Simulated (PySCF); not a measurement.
# RuS4: relaxation and vibrations of the singlet

Aim: relax RuS4 as a singlet from a PBE0 minimum start, check by its vibrations whether the end is a minimum, and collect its spectrum and constants.

Method: PBE0, basis Ru def2-SVP with ECP28, S def2-SVP, scalar-relativistic core potentials, no spin–orbit coupling, density fitting; program: PySCF 2.14.0.

### 1 Where the work starts

5 atoms, charge 0, spin multiplicity 1.

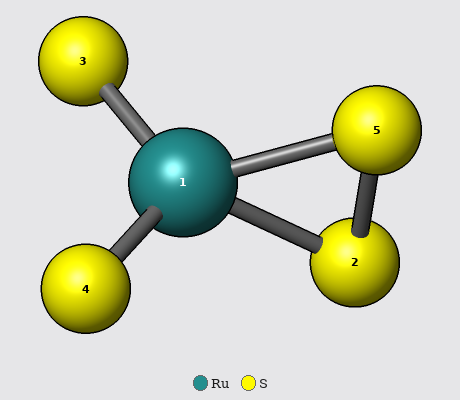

Start geometry, drawn with ruthenium teal, sulfur yellow; atoms are numbered from 1 in the order of the file.

```xyz
5
charge 0 multiplicity 1
Ru   -0.1830    0.1800    0.0000
S     1.5460   -0.9215   -0.9388
S     0.1570    2.0680    0.7208
S    -2.0651   -0.1912   -0.7208
S     0.9470   -1.5305    0.9388
```

### 2 The SCF at the typed geometry

The steps below are one call of a driver around PySCF. For each, scf.py gives the equivalent set-up of the SCF; relaxations use the driver's own optimiser. After this first run the driver tries any further starts and a stability analysis.

The input, scf.py:

```python
from pyscf import gto, scf, dft
mol = gto.M(atom='''
Ru    -0.182956     0.179951     0.000000
S      1.545971    -0.921474    -0.938837
S      0.156990     2.068009     0.720840
S     -2.065125    -0.191222    -0.720840
S      0.946955    -1.530496     0.938837''',
    basis={'Ru': 'def2-SVP', 'S': 'def2-SVP'},
    ecp={'Ru': 'def2-SVP'},
    charge=0, spin=0)
mf = dft.RKS(mol, xc='PBE0')
mf.grids.atom_grid = (50, 194)
aux = {'Ru': 'def2-universal-JKFIT', 'S': 'def2-universal-JKFIT'}
mf = mf.density_fit(auxbasis=aux)
mf.conv_tol = 1e-08
mf.diis_space = 10
mf.max_cycle = 60
mf.init_guess = 'minao'
mf.verbose = 4
mf.kernel()
```

Command:

```sh
OMP_NUM_THREADS=2 python axn.py task.json out
```

Log, cut to the lines that bear on the results:

```text
[... the frontier levels of the middle cycles are left out ...]
init E= -1677.73234263096
  HOMO = -0.495225510503004  LUMO = -0.45849258160121  gap/eV = 0.99955
cycle= 1 E= -1685.46133498946  delta_E= -7.73  |g|= 2.03  |ddm|= 3.98
  HOMO = 0.00432223899010455  LUMO = 0.0233994126196348  gap/eV = 0.51912
cycle= 2 E= -1676.53747301098  delta_E= 8.92  |g|= 4.92  |ddm|= 7.26
  HOMO = -0.228019724949037  LUMO = -0.165128526593457  gap/eV = 1.71136
cycle= 3 E= -1686.08072767151  delta_E= -9.54  |g|= 1.37  |ddm|= 6.66
cycle= 4 E= -1685.62250938207  delta_E= 0.458  |g|= 1.61  |ddm|= 3.32
cycle= 5 E= -1686.65577899203  delta_E= -1.03  |g|= 0.112  |ddm|= 2.35
cycle= 6 E= -1686.65887739602  delta_E= -0.0031  |g|= 0.0609  |ddm|= 0.221
cycle= 7 E= -1686.65992102581  delta_E= -0.00104  |g|= 0.0222  |ddm|= 0.0859
cycle= 8 E= -1686.65997216196  delta_E= -5.11e-05  |g|= 0.0179  |ddm|= 0.0266
cycle= 9 E= -1686.66000625712  delta_E= -3.41e-05  |g|= 0.0143  |ddm|= 0.00772
cycle= 10 E= -1686.66004849123  delta_E= -4.22e-05  |g|= 0.00462  |ddm|= 0.0112
cycle= 11 E= -1686.6600527379  delta_E= -4.25e-06  |g|= 0.00175  |ddm|= 0.00453
cycle= 12 E= -1686.66005345706  delta_E= -7.19e-07  |g|= 0.000959  |ddm|= 0.00306
cycle= 13 E= -1686.66005378861  delta_E= -3.32e-07  |g|= 0.000165  |ddm|= 0.00135
cycle= 14 E= -1686.66005379687  delta_E= -8.26e-09  |g|= 9.86e-05  |ddm|= 0.000264
  HOMO = -0.250856007864429  LUMO = -0.161093373731177  gap/eV = 2.44257
Extra cycle  E= -1686.66005377388  delta_E= 2.3e-08  |g|= 0.000287  |ddm|= 0.000506
converged SCF energy = -1686.66005377388
```

This step, with its further starts and checks, needed 8.8 s of wall time on 2 threads of Arm Neoverse V1, shared host.

The test of internal stability found no lower closed-shell solution.

### 3 Relaxation: PBE0 minimum start, singlet

The program finds C2v symmetry in the start, which this walk keeps.

Edit scf.py of step 2 so:

```diff
@@ -3,5 +3,5 @@
-Ru    -0.182956     0.179951     0.000000
-S      1.545971    -0.921474    -0.938837
-S      0.156990     2.068009     0.720840
-S     -2.065125    -0.191222    -0.720840
-S      0.946955    -1.530496     0.938837''',
+Ru    -0.183187     0.180177     0.000000
+S      1.545741    -0.921248    -0.938837
+S      0.156760     2.068236     0.720840
+S     -2.065355    -0.190996    -0.720840
+S      0.946724    -1.530270     0.938837''',
@@ -18 +17,0 @@
-mf.init_guess = 'minao'
```

Energy and gradient, step by step:

```
step   energy (Eh)  change (kJ/mol)  largest symmetric gradient (Eh/bohr)
   0  -1686.660054             0.00                               0.00018
```

The walk took 3.4 s.

Positions (Å) and forces (eV/Å) along the way:

```
step 0
Ru  -0.183   0.180   0.000  -0.005   0.008  -0.002
S    1.546  -0.921  -0.939   0.001  -0.001   0.004
S    0.157   2.068   0.721   0.008   0.005   0.002
S   -2.065  -0.191  -0.721  -0.004  -0.011  -0.001
S    0.947  -1.530   0.939   0.000  -0.001  -0.002
```

End point (C2v, 0 steps, 0.0 kJ/mol gained): Ru–S 2.049 Å (×2), Ru–S 2.255 Å (×2), S–S 2.063 Å; Ru–S–S 62.8° (×2), S–Ru–S 54.4°, S–Ru–S 116.3°, S–Ru–S 118.0° (×4).

### 4 Frequencies

The point is checked on the finer grid, and tightened if its gradient asks for it. The Hessian and the dipole derivatives come from central differences of analytic gradients, with steps of 0.02 bohr.

Edit scf.py of step 3 so:

```diff
@@ -12 +12 @@
-mf.grids.atom_grid = (50, 194)
+mf.grids.atom_grid = (75, 302)
@@ -15 +15 @@
-mf.conv_tol = 1e-08
+mf.conv_tol = 1e-10
```

The driver hands on the density of the step before, so the log starts near convergence.

SCF at the final geometry:

```text
init E= -1686.6600327028
  HOMO = -0.250848152030059  LUMO = -0.161093280577989  gap/eV = 2.44235
cycle= 1 E= -1686.66003270111  delta_E= 1.69e-09  |g|= 7.29e-05  |ddm|= 0.000106
  HOMO = -0.250850429824152  LUMO = -0.161095971363746  gap/eV = 2.44234
cycle= 2 E= -1686.66003267514  delta_E= 2.6e-08  |g|= 0.000288  |ddm|= 0.000412
  HOMO = -0.250848747824255  LUMO = -0.16109324052733  gap/eV = 2.44237
cycle= 3 E= -1686.66003270287  delta_E= -2.77e-08  |g|= 1.52e-05  |ddm|= 0.000325
  HOMO = -0.250848691190435  LUMO = -0.161093720124522  gap/eV = 2.44236
cycle= 4 E= -1686.66003270291  delta_E= -4.41e-11  |g|= 6.84e-07  |ddm|= 1.19e-05
  HOMO = -0.250848548433646  LUMO = -0.161093741176852  gap/eV = 2.44235
Extra cycle  E= -1686.66003270292  delta_E= -9.09e-13  |g|= 2.36e-06  |ddm|= 4.32e-06
converged SCF energy = -1686.66003270292
```

The whole step took 70 s.

Geometry: C2v; Ru–S 2.049 Å (×2), Ru–S 2.255 Å (×2), S–S 2.063 Å; Ru–S–S 62.8° (×2), S–Ru–S 54.4°, S–Ru–S 116.3°, S–Ru–S 118.0° (×4).

Modes, for the most abundant isotopes:

| symmetry | ω (cm⁻¹) | IR (km/mol) | μ (u) |
| --- | --- | --- | --- |
| b1 | 139 | 1.6 | 40.92 |
| b2 | 150 | 2.6 | 37.27 |
| a2 | 154 | 0.0 | 31.97 |
| a1 | 167 | 0.4 | 33.57 |
| b1 | 314 | 1.3 | 37.67 |
| a1 | 366 | 0.6 | 38.82 |
| a1 | 554 | 3.8 | 33.95 |
| a1 | 566 | 71.0 | 35.51 |
| b2 | 582 | 65.5 | 41.56 |

All wavenumbers are real: a minimum.

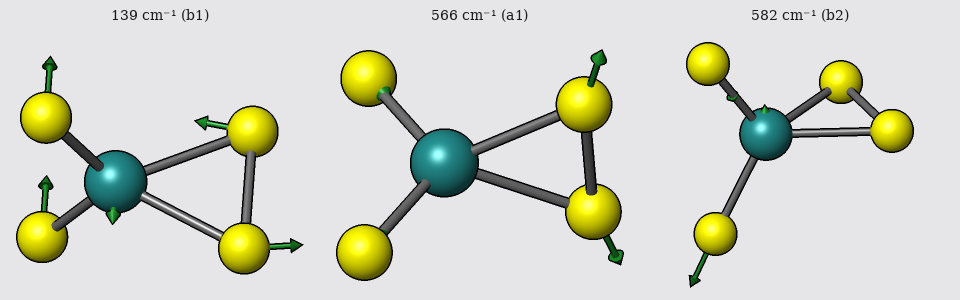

Displacements of 3 of the modes, as arrows (one member where a mode is degenerate).

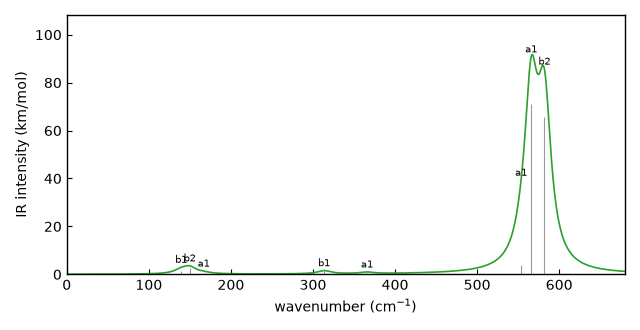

The harmonic infrared spectrum (widths in cm⁻¹). Lines are broadened to a width of 20 cm⁻¹ (Lorentzian).

Constants and moments:

* Dipole moment: 0.45 D
* Highest occupied level: -6.83 eV
* Lowest empty level: -4.38 eV
* Rotational constants: 0.0644, 0.04382, 0.03303 cm⁻¹
* Zero-point energy: 17.9 kJ/mol
* Principal polarisabilities: 70.4, 111.9, 134.5 bohr³
* Atomisation energy without zero-point energy: 1413 kJ/mol
* Principal traceless quadrupole moments about the centre of mass: -1.22, 0.08, 1.14 D Å
* Entropy at 298.15 K and 1 bar: 354.2 J/(mol K)
* Heat capacity Cp at 298.15 K: 92.2 J/(mol K)
* Enthalpy at 298.15 K above 0 K: 20.00 kJ/mol
* Rotational symmetry number: 2

Charges (e) and bond orders:

```csv
atom,Mulliken,Löwdin,polar tensor,Mayer order to Ru1
Ru1,-0.03,-1.27,0.84,–
"S2,5",0.03,0.28,-0.09,1.02
"S3,4",-0.01,0.36,-0.32,1.86
```

Mulliken populations on Ru1 (outside its core potential): s 2.45, p 6.67, d 6.89, f 0.02.

### 5 Stability of the closed shell

At the lowest minimum the closed shell is tested against spin polarisation, on the (50, 194) grid. It is stable.

### 6 Summary of results

| quantity | value |
| --- | --- |
| minimum | singlet, C2v |
| geometry | Ru–S 2.049 Å (×2), Ru–S 2.255 Å (×2), S–S 2.063 Å; Ru–S–S 62.8° (×2), S–Ru–S 54.4°, S–Ru–S 116.3°, S–Ru–S 118.0° (×4) |
| wavenumbers (cm⁻¹) | 139 (b1), 150 (b2), 154 (a2), 167 (a1), 314 (b1), 366 (a1), 554 (a1), 566 (a1), 582 (b2) |
| dipole moment | 0.45 D |
| highest occupied, lowest empty level | -6.83, -4.38 eV |
| polar-tensor charge of Ru1 | +0.84 e |
| zero-point energy | 17.9 kJ/mol |
| entropy at 298.15 K | 354.2 J/(mol K) |
| atomisation energy (no zero-point energy) | 1413 kJ/mol |

The molecule stays C2v, as typed, and the end point is a minimum. The strongest infrared band lies at 566 cm⁻¹ (a1). Other starts or spin states, not run here, may lie lower.

The search up to here needed 87 s of wall time on 2 threads of Arm Neoverse V1, shared host.
